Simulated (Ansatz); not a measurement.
## Simulated XPS, UPS and emission spectra of Al2Cu

Aim: the valence spectrum of Al2Cu from He I to hard X-rays, and which orbitals make each feature.

Method: DFT, PBEsol, plane-wave PAW, default files, scalar-relativistic, in the first sound run; inputs show where later runs differ, in Ansatz 0.2.0.

### 1. The structure

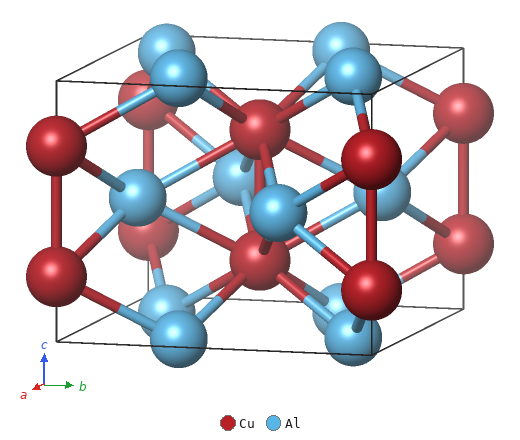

The cell as given, slightly off an axis (copper red, aluminium blue). This picture shows the conventional cell, with its axes. Some periodic images of atoms are drawn too.

### 2. The base run

First the ground state, then the DOS by atom and shell, which the cross sections turn into spectra. The DOS is taken on a denser mesh than the density.

File input.yaml:

```yaml
crystal:
  lattice:
    - [-3.0335, 3.0335, 2.4385]
    - [3.0335, -3.0335, 2.4385]
    - [3.0335, 3.0335, -2.4385]
  atoms:
    - { symbol: Cu, position: [0.25, 0.25, 0.0] }
    - { symbol: Cu, position: [0.75, 0.75, 0.0] }
    - { symbol: Al, position: [0.3419, 0.1581, 0.5] }
    - { symbol: Al, position: [0.8419, 0.3419, 0.1838] }
    - { symbol: Al, position: [0.6581, 0.8419, 0.5] }
    - { symbol: Al, position: [0.1581, 0.6581, 0.8162] }
kpoints:
  mp_grid: { grid: [10, 10, 10] }
  band_path:
    path:
      - [[0.0, 0.0, 0.0], [0.0, 0.0, 0.5], [-0.5, 0.5, 0.5], [0.0, 0.0, 0.0], [0.411546, 0.411546, -0.411546]]
      - [[-0.411546, 0.588454, 0.411546], [-0.5, 0.5, 0.5]]
      - [[0.0, 0.0, 0.5], [0.25, 0.25, 0.25], [0.0, 0.5, 0.0], [0.0, 0.0, 0.0]]
    npoints: 11
scf:
  occupations: { method: fermi_dirac, width: 0.05 }
  n_extra_bands: 16
hamiltonian:
  xc: pbesol
  pseudopotentials: { kind: paw }
output:
  forces: true
  stress: true
  dos:
    projected: true
    de: 0.05
    e_range: [-36, 12]
    nscf_kmesh: { grid: [16, 16, 16] }
  fatbands: true
  write_density: true
  write_potential: true
  elf: true
  volumetric_format: npy
```

Launch:

```sh
ansatz run input.yaml --threads 2 --pin off --max-ram 4096MiB --backend cpu --events-out ev --progress --plain --runs-dir out
```

Numbers of over 12 decimals in the logs are rounded to 6 here.

Output:

```text
scf.n_extra_bands = 16 over 25 filled bands (N_el = 50.0): the run solves 41 bands
Engine: ansatz 0.2.0, x86_64-unknown-linux-gnu
Pseudopotentials: kind: paw
Pseudopotential: Cu, paw, valence charge 19, recommended cutoff 420 eV (normal), Cu.paw.azcp
Pseudopotential: Al, paw, valence charge 3, recommended cutoff 420 eV (normal), Al.paw.azcp
Functional definition: PBEsol
  exchange = pbesol_x
  correlation = pbesol_c
Crystal: 6 atoms, lattice volume = 89.758 Å³
Basis set: ecut = 420 eV, 1729 PW (Γ), exchange–correlation on 72×72×72 points (8 copies of the dense FFT grid, shifted against one another)
Bands: 41, of which v1, the nominal top of the filled ones, is band 25 counted from 1 (24 counted from 0)
Symmetry: 16 space group operations
Space group: I4/mcm (ITA 140), of the structure as read, at distance tolerance 4.5e-5 Å
k-points: 102 of 1000
Non-local potential: Cu, projectors of the file, l = 0: 3, l = 1: 2, l = 2: 3, l = 3: 1
Non-local potential: Al, projectors of the file, l = 0: 2, l = 1: 2, l = 2: 1
PAW form: soft (Blöchl's): semilocal exchange-correlation on the pseudo side does not see the compensation charge
PAW frozen core: Cu, regenerated for the run's functional, and the local potential with it (the file was generated under x = pbe(κ = 0.804, μ = 0.219515), c = pbe(β = 0.066725))
PAW frozen core: Al, regenerated for the run's functional, and the local potential with it (the file was generated under x = pbe(κ = 0.804, μ = 0.219515), c = pbe(β = 0.066725))
PAW one-centre angular grid: Cu, 590 points (default); XC on 64 Gauss nodes
PAW one-centre angular grid: Al, 110 points (default); XC on 64 Gauss nodes
Initial density: superposition of atomic densities (neutral atoms: chi_scale 0, normalization atom), corrected by the library's trained network
Initial wavefunctions: pseudopotential atomic-orbital guess
Functional: x = pbesol(κ = 0.804, μ = 0.123457), c = pbesol(β = 0.046)
SCF iter   1: F=—  HF=-15276.768909 eV  |F-HF|=—  |Δ(HF+E_count)|=         —  Δρ=4.76e-3  dr2=1.27e-2  ethr=1.77e-3  ⟨swp⟩=6.0  Hψ=19080  notcnv=0  defer=524
preconditioner: auto → Kerker (q_TF=auto, 2.475 Å⁻¹)  [metal: Δε(μ)=0.018 eV  Ē_g=10.595 eV  σ=0.050 eV  W_gap=0.09  n_scr=16 (ndim 8)  ℏωp=22.9 eV  f_vac=0.000  D(μ)=1.94/eV (n_scr^D=12)]
SCF iter   2: F=—  HF=-15276.764530 eV  |F-HF|=—  |Δ(HF+E_count)|=   4.38e-3  Δρ=1.39e-3  dr2=4.85e-3  ethr=2.55e-5  ⟨swp⟩=2.0  Hψ=7187  notcnv=0  defer=746
SCF iter   3: F=—  HF=-15276.763860 eV  |F-HF|=—  |Δ(HF+E_count)|=   6.70e-4  Δρ=8.81e-4  dr2=1.93e-3  ethr=9.70e-6  ⟨swp⟩=1.0  Hψ=3326  notcnv=0  defer=746
SCF iter   4: F=—  HF=-15276.763361 eV  |F-HF|=—  |Δ(HF+E_count)|=   4.99e-4  Δρ=1.38e-4  dr2=4.65e-5  ethr=3.86e-6  ⟨swp⟩=2.0  Hψ=4578  notcnv=0  defer=746
SCF iter   5: F=—  HF=-15276.763355 eV  |F-HF|=—  |Δ(HF+E_count)|=   5.44e-6  Δρ=2.33e-5  dr2=8.35e-7  ethr=9.31e-8  ⟨swp⟩=2.0  Hψ=4510  notcnv=0  defer=746
SCF iter   6: F=-15276.763355 eV  HF=-15276.763355 eV  |F-HF|=1.25e-8  |Δ(HF+E_count)|=   1.53e-7  Δρ=4.83e-6  dr2=2.04e-8  ethr=2.00e-10  ⟨swp⟩=14.4  Hψ=30741  notcnv=0
SCF 1 converged in 6 iterations: F = -15276.763355 eV  dr2 = 2.04e-8
  greatest PAW one-centre occupation: 1.000 electrons in one spin orbital (limit 2), on the Cu atom at site 1 (counted from 0), in its partial waves of l = 0
NSCF: frozen V_eff on 91 k-points
NSCF: frozen V_eff on 349 k-points
SCF converged after 6 iterations
Free energy (F): -15276.763355 eV
Harris-Foulkes:  -15276.763355 eV  (|F-HF|=1.25e-8)
Internal energy: -15276.747403 eV  (E = F + TS)
E sigma→0 (E₀):  -15276.755379 eV
Entropy (-TS):   -0.015952 eV (-2.659 meV/atom)
Fermi energy:    10.199571 eV
--- Per-component energies (eV) ---
  E_band       = -934.415995
  E_kinetic    = 691.279467
  E_local      = -12450.402061  (includes V_loc(G=0)·N_el)
  E_nonlocal   = 813.768131
  E_hartree    = 5629.237936
  E_xc         = -337.381918
  E_vxc        = -349.778671  (∫ρ·V_xc dr)
  E_paw        = -5062.781372  (= ΣΔE_a)
  E_vpaw       = -897.763858  (= ΣTr[D̂ρ^β])
  E_aug_tail   = 0.000522  (compensation charges beyond the density's cutoff)
  E_ewald      = -4560.957069
  E_core_change = 0.488960  (= ΣΔE_core)
  E_smearing   = -0.015952  (= −TS)
  E_closure    = 0.000000  (closes the sum)
  Σ components = -15276.763355   (vs F -15276.763355, Δ=0.00e0)
--- Forces (eV/Å), atoms counted from 1 ---
  atom   1  Cu     0.00000000    -0.00000000     0.00000000
  atom   2  Cu    -0.00000000     0.00000000     0.00000000
  atom   3  Al     0.06837123    -0.06837123     0.00000000
  atom   4  Al    -0.06837123    -0.06837123     0.00000000
  atom   5  Al    -0.06837123     0.06837123     0.00000000
  atom   6  Al     0.06837123     0.06837123     0.00000000
  max |Σ_I F_I| component: 1.39e-17 eV/Å
--- Stress (GPa, compression-positive) ---
       -3.524139       0.000000       0.000000
        0.000000      -3.524139       0.000000
        0.000000       0.000000      -3.611389
  P = ⅓ Tr σ = -3.5532 GPa (-35.532 kbar)
--- Band table (eV; the first three rows and the last of 102) ---
  k-point 0: bands = [... 21 lower, 8.2168, 8.8434, 9.0373, 9.0373, 9.4076, 9.8492, 10.2708, 11.6538, ... 12 higher]
  k-point 1: bands = [... 21 lower, 8.6498, 8.6616, 8.7235, 9.1307, 9.5288, 10.1435, 10.7170, 11.8933, ... 12 higher]
  k-point 2: bands = [... 21 lower, 8.2353, 8.2390, 8.8500, 9.3140, 9.4307, 11.3459, 11.6024, 12.5019, ... 12 higher]
  k-point 101: bands = [... 21 lower, 7.0528, 7.0528, 8.4420, 12.7212, 13.1357, 13.1357, 13.5556, 14.2000, ... 12 higher]
```

The job ended after 45 s (2 threads of AMD EPYC 7R43, shared host; peak memory 0.96 GiB; 90 s of CPU time).

This step gave:

* free energy: -15276.7634 eV
* energy at zero smearing: -15276.7554 eV
* smearing term TS: 0.01595 eV
* Fermi energy: 10.20 eV
* symmetry operations: 16
* pressure: -3.553 GPa
* zero of energy: Fermi level
* share of occupied states in no projected shell: 0.0101 of the occupied states in the window
* DOS at the Fermi level: 2.022 states/eV/cell

Electronic bands along the path, in eV, zero at the Fermi level; # counts the bands kept:

| point | #13 | #14 | #15 | #16 | #17 | #18 | #19 | #20 |
| --- | --- | --- | --- | --- | --- | --- | --- | --- |
| Γ | -2.92 | -1.98 | -1.36 | -1.16 | -1.16 | -0.79 | -0.35 | 0.07 |
| X | -2.81 | -2.76 | -1.45 | -1.27 | -0.97 | -0.63 | 0.78 | 1.23 |
| M | -3.28 | -3.15 | -3.15 | -1.76 | 2.52 | 2.93 | 2.93 | 3.35 |
| Γ | -2.92 | -1.98 | -1.36 | -1.16 | -1.16 | -0.79 | -0.35 | 0.07 |
| Z | -3.25 | -3.18 | -3.18 | -1.02 | 1.48 | 1.76 | 1.76 | 2.06 |
| jump to Z0 | -3.25 | -3.18 | -3.18 | -1.02 | 1.48 | 1.76 | 1.76 | 2.06 |
| M | -3.28 | -3.15 | -3.15 | -1.76 | 2.52 | 2.93 | 2.93 | 3.35 |
| jump to X | -2.81 | -2.76 | -1.45 | -1.27 | -0.97 | -0.63 | 0.78 | 1.23 |
| P | -3.68 | -3.68 | 0.40 | 0.40 | 0.76 | 0.76 | 1.86 | 1.86 |
| N | -3.04 | -3.04 | -2.55 | -2.55 | 0.23 | 0.23 | 4.02 | 4.02 |
| Γ | -2.92 | -1.98 | -1.36 | -1.16 | -1.16 | -0.79 | -0.35 | 0.07 |

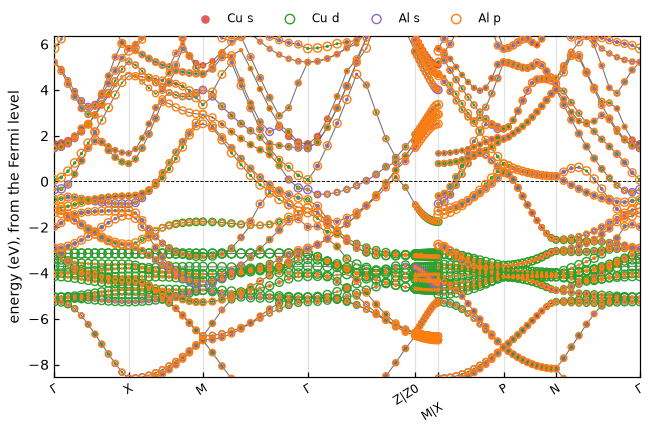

Electronic bands along the path; dots are coloured as in the legend, and their area grows with the weight.

The DOS has structure finer than the step of the table below, so its rows give means over 2 eV, whole bins alone (the curve runs from -12.2 to 9.43 eV). Peaks (eV: height): total -4.0: 21.4, -3.2: 13.0; Cu 3d -4.0: 19.6, -3.2: 11.5; Al 3p -1.8: 1.38, -0.6: 1.57, 2.5: 1.50, 7.7: 2.09; Al 3s -5.2: 0.790, -0.6: 0.609, 2.5: 0.717, 3.5: 0.666; Cu 4s -4.5: 0.281, 2.5: 0.308, 4.5: 0.261, 7.7: 0.335.

* holds the states left over by the projection beside any projected weight of its own. The DOS by E, zero at the Fermi level; means over each step; values in states/eV/cell:

| E (eV) | total | Cu 3d | Al 3p | Al 3s | Cu 4s | Cu 4p* |
| --- | --- | --- | --- | --- | --- | --- |
| -10 | 0.467 | 0.00163 | 0.161 | 0.180 | 0.123 | 0.00104 |
| -8 | 1.10 | 0.0354 | 0.557 | 0.349 | 0.156 | 0.00614 |
| -6 | 2.50 | 0.926 | 0.860 | 0.558 | 0.140 | 0.0189 |
| -4 | 9.32 | 7.89 | 0.913 | 0.329 | 0.141 | 0.0489 |
| -2 | 2.43 | 0.718 | 1.21 | 0.373 | 0.0775 | 0.0598 |
| 0 | 2.03 | 0.190 | 1.20 | 0.446 | 0.0799 | 0.109 |
| 2 | 2.28 | 0.115 | 1.15 | 0.533 | 0.218 | 0.259 |
| 4 | 2.60 | 0.0600 | 1.30 | 0.530 | 0.223 | 0.485 |
| 6 | 2.86 | 0.0328 | 1.45 | 0.367 | 0.204 | 0.801 |
| 8 | 2.99 | 0.0182 | 1.45 | 0.162 | 0.220 | 1.13 |

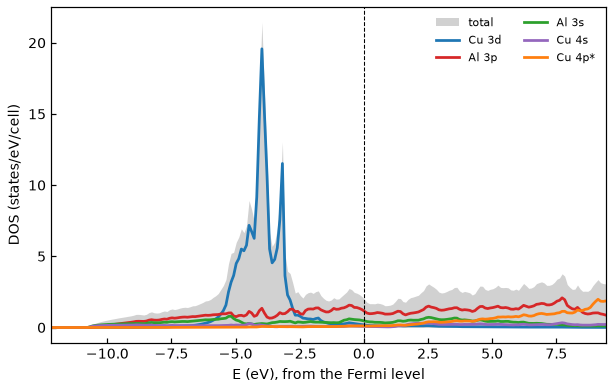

DOS, plotted against E.

This run's widths, added to any smearing of the DOS itself: Gaussian 0.15 eV, Lorentzian 0.1 eV plus 0.08 an eV of depth. Table of intensity by binding energy, zero at the Fermi level; values in % of the maximum within 13 eV:

| binding energy (eV) | 21.2 eV | 40.8 eV | 1486.7 eV | 5950 eV |
| --- | --- | --- | --- | --- |
| -1 | 0.673 | 0.663 | 0.668 | 1.30 |
| 0 | 4.43 | 4.20 | 4.23 | 16.5 |
| 1 | 7.65 | 7.64 | 7.30 | 24.9 |
| 2 | 12.6 | 12.5 | 12.3 | 29.3 |
| 3 | 43.0 | 42.8 | 42.7 | 53.9 |
| 4 | 98.7 | 98.7 | 98.8 | 99.2 |
| 5 | 40.7 | 40.1 | 40.8 | 60.4 |
| 6 | 12.1 | 11.4 | 12.1 | 35.9 |
| 7 | 6.04 | 5.51 | 6.20 | 27.6 |
| 8 | 3.94 | 3.48 | 4.21 | 23.5 |
| 9 | 2.79 | 2.38 | 3.17 | 20.4 |
| 10 | 1.84 | 1.49 | 2.18 | 14.9 |
| 11 | 0.740 | 0.623 | 0.846 | 4.85 |
| 12 | - | 0.341 | 0.408 | 1.74 |

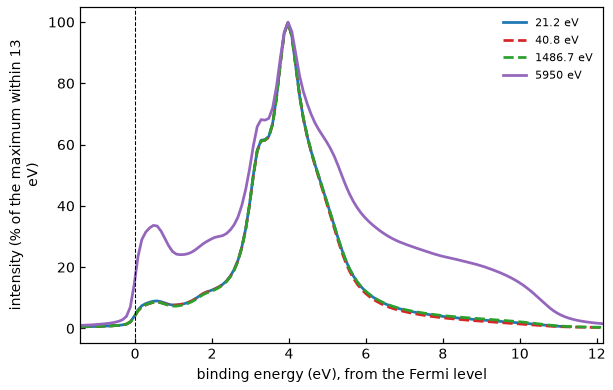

Intensity against binding energy.

Maxima picked by a test of local sharpness, so broad peaks and shoulders can be missing; peaks within 0.45 eV of a curve's cut are left out. Valence peaks, by row:

| photon energy (eV) | binding energy (eV) | height (% of the maximum within 13 eV) | main shell | its share (%) |
| --- | --- | --- | --- | --- |
| 21.2 | 3.95 | 100 | Cu 3d | 96.96 |
| 21.2 | 0.55 | 9.014 | Cu 3d | 42.54 |
| 40.8 | 3.95 | 100 | Cu 3d | 97.02 |
| 40.8 | 0.55 | 8.638 | Cu 3d | 44.42 |
| 1487 | 3.95 | 100 | Cu 3d | 96.88 |
| 1487 | 0.55 | 8.631 | Cu 3d | 44.4 |
| 5950 | 4 | 100 | Cu 3d | 77.62 |
| 5950 | 0.5 | 33.76 | Al 3s | 66.69 |

The intensity has structure finer than the step of the table below, so its rows give means over 2 eV, whole bins alone (the curve runs from -12.2 to 1.43 eV). Peaks (eV: height): Cu L-alpha -4.0: 100.0; Al K-beta -0.7: 100.0; Al K-beta, E along x -0.9: 103; Al K-beta, E along y -0.9: 103; Al K-beta, E along z -1.9: 98.0, -0.6: 97.1.

Shapes are the site's partial DOS without matrix elements, which overweights lines from ligand s bands. The intensity by emission energy less the core level's binding energy, zero at the Fermi level; means over each step; values in % of the unpolarised maximum:

| emission energy less the core level's binding energy (eV) | Cu L-alpha | Al K-beta | Al K-beta, E along x | Al K-beta, E along y | Al K-beta, E along z | Al L2,3 |
| --- | --- | --- | --- | --- | --- | --- |
| -10 | 1.20 | 15.2 | 15.1 | 15.1 | 15.4 | 28.3 |
| -8 | 3.32 | 40.2 | 39.9 | 39.9 | 40.8 | 55.6 |
| -6 | 20.0 | 62.0 | 62.5 | 62.5 | 60.9 | 85.6 |
| -4 | 78.3 | 71.5 | 76.2 | 76.2 | 62.1 | 59.5 |
| -2 | 20.6 | 89.6 | 91.5 | 91.5 | 85.6 | 64.2 |
| 0 | 4.30 | 55.2 | 54.9 | 54.9 | 52.7 | 45.7 |

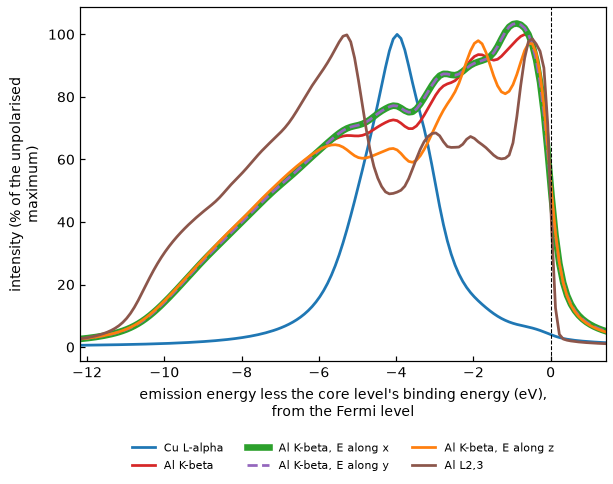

Intensity against emission energy less the core level's binding energy.

Window up to 9.4 eV. Shell moments, by row:

| element | shell | occupied states an atom | centre of occupied part (eV) | rms width of occupied part (eV) | centre up to the window's top (eV) | rms width up to the window's top (eV) |
| --- | --- | --- | --- | --- | --- | --- |
| Cu | 4s | 0.686 | -5.918 | 2.902 | 0.4674 | 6.054 |
| Cu | 4p* | 0.1859 | -2.661 | 2.06 | 6.004 | 3.105 |
| Cu | 3d | 9.696 | -3.958 | 0.9213 | -3.76 | 1.514 |
| Al | 3s | 1.024 | -4.884 | 2.879 | -0.7877 | 5.083 |
| Al | 3p | 2.198 | -3.969 | 2.672 | 1.213 | 5.126 |

The broadened DOS, unweighted empty DOS has structure finer than the step of the table below, so its rows give means over 1 eV, whole bins alone (the curve runs from -0.925 to 8.78 eV). Peaks (eV: height): 7.7: 3.38.

Broadened DOS, unweighted empty DOS against E, zero at the Fermi level; means over each step:

| E (eV) | broadened DOS, unweighted empty DOS (states/eV/cell) |
| --- | --- |
| 0 | 0.866 |
| 1 | 1.72 |
| 2 | 2.28 |
| 3 | 2.66 |
| 4 | 2.57 |
| 5 | 2.76 |
| 6 | 2.79 |
| 7 | 3.08 |
| 8 | 3.05 |

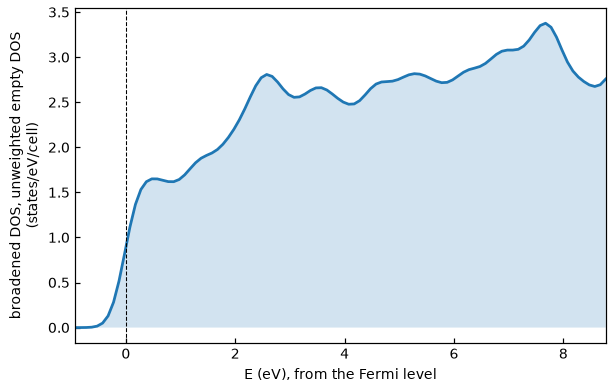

Broadened DOS, unweighted empty DOS, plotted against E.

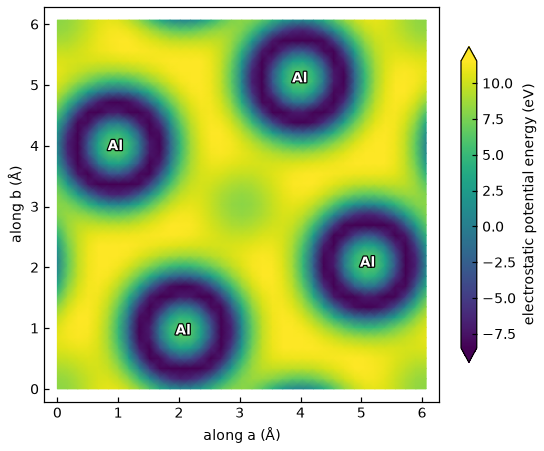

Electrostatic potential energy in the ab plane of the conventional cell at fractional z = 0.000, with atoms of Al within 0.2 Å of it. With pseudopotentials it is smooth inside the atoms' cores, unlike the true potential.

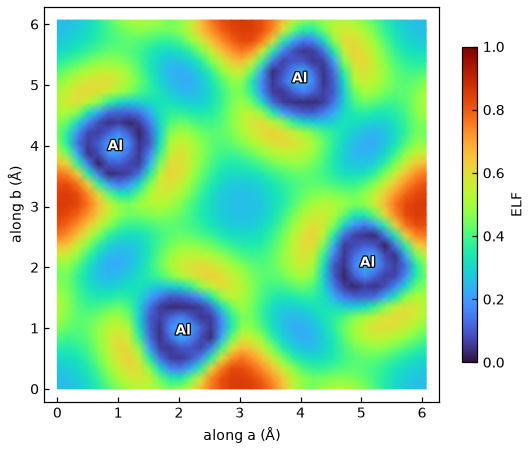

ELF in the ab plane of the conventional cell at fractional z = 0.000, with atoms of Al within 0.2 Å of it. It is the smooth field of the valence electrons, not physical close to the nuclei.

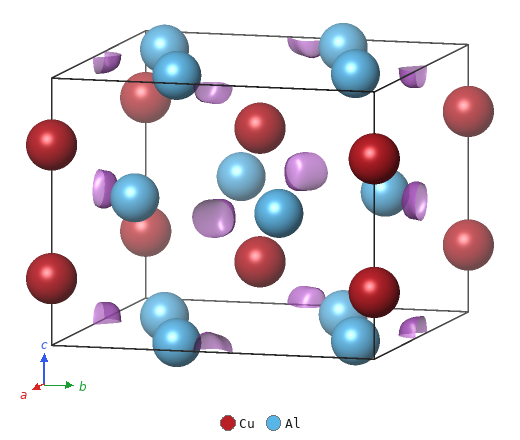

Surface of ELF = 0.81.

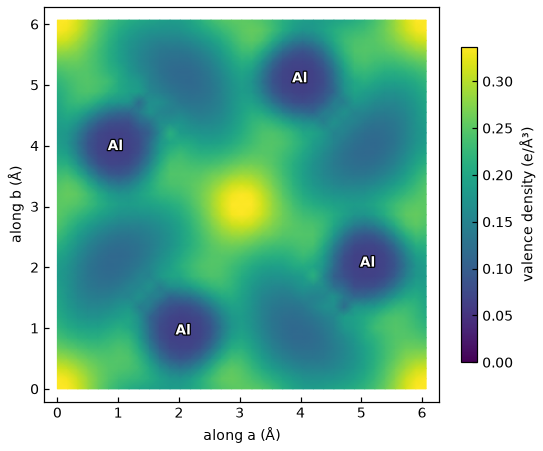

Valence density in the ab plane of the conventional cell at fractional z = 0.000, with atoms of Al within 0.2 Å of it. It is the smooth field of the valence electrons, not physical close to the nuclei.

The spectra weight each projected shell by its atomic cross section (Dirac–Hartree–Slater) and angular factor, for linear light with the analyser at 10° from the polarisation. Broadening, on top of any smearing of the DOS itself: a Gaussian of 0.15 eV and a Lorentzian of 0.1 eV plus 0.08 times the binding energy (full widths), Fermi edge at 300 K. Curves are cut 10 eV under the photon energy, above any shell that the free atom's threshold puts out of reach, or at the lower edge of the window: 11.2 eV at 21.2 eV, 12.2 eV at 40.8 eV, 12.2 eV at 1486.7 eV and 12.2 eV at 5950 eV. A star in tables and legends marks shells that hold the states left over by the projection (1.0 % of the filled ones), a stand-in for orbitals that the files don't project on. Dipole terms alone, which is rough above 3 keV; no background, satellites or final-state effects.

Share of each shell in the spectrum's area (%), by photon energy:

| shell | 21.2 eV | 40.8 eV | 1486.7 eV | 5950 eV |
| --- | --- | --- | --- | --- |
| Cu 4s | 0.7 | 0.6 | 3.2 | 21.1 |
| Cu 3d | 83.5 | 85.1 | 83.3 | 36.4 |
| Al 3s | 12.2 | 7.3 | 11.6 | 40.8 |
| Al 3p | 3.1 | 7.0 | 1.8 | 1.3 |

Cross sections used, in Mb an electron:

| shell | 21.2 eV | 40.8 eV | 1486.7 eV | 5950 eV |
| --- | --- | --- | --- | --- |
| Cu 4s | 0.027 | 0.035 | 2.8e-4 | 1.5e-5 |
| Cu 3d | 0.80 | 1.00 | 8.0e-4 | 3.7e-6 |
| Al 3s | 0.15 | 0.15 | 3.5e-4 | 1.0e-5 |
| Al 3p | 0.070 | 0.10 | 4.0e-5 | 3.1e-7 |

At this lattice the functional leaves a pressure of -3.6 GPa, which narrows the bands against the functional's own equilibrium. At the Fermi level the DOS is 2.02 states/eV a cell, and on the broadened curves Al 3p holds 58 % of the total there.

(Continued in part 2 of 3.)

[Logs are printed without paths, hosts, clocks, repeated set-up lines and the standing remarks that a program may print on its own settings, such as how far it seeks lower states.]

[Hosts, paths, dates, database ids (printed as entryN), source tags and the programs' standing remarks are cut or masked in the printed files.]

[Maps of the electrostatic potential energy from Ansatz leave out the sawtooth potential of an applied field or a dipole correction, so their vacuum need not be flat; work functions include it.]

[Peak lists hold at most the 14 tallest peaks of each spectrum; further lines can be left out.]
